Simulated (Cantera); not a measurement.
A closed system holds: 1 mol SiCl4, a varied amount of NH3, at 1950 K and 100 Torr.

Method: chemical equilibrium by Gibbs-energy minimisation in Cantera with the NASA 1993 tables (ideal gas, pure condensed phases). Candidate condensed phases: NH4Cl, Si, Si3N4; 28 gas species. The tables' values for SiCl3, SiCl are old estimates; treat these amounts as uncertain. Gases not in the tables: Si2H6 and higher silanes. Rates play no part.

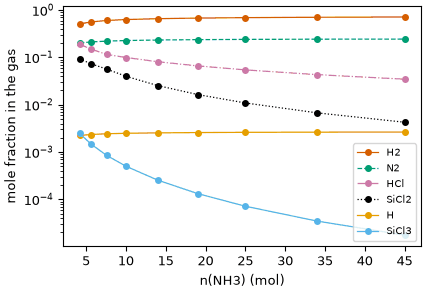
Equilibrium gas composition (values under 1e-9 drawn at 1e-9)

Question: Read off the mole fractions at 45 mol NH3.

Answer: H2 about 0.71, N2 about 0.24, HCl about 0.035, SiCl2 about 0.0043, H about 0.0027, SiCl3 about 1.8e-5.
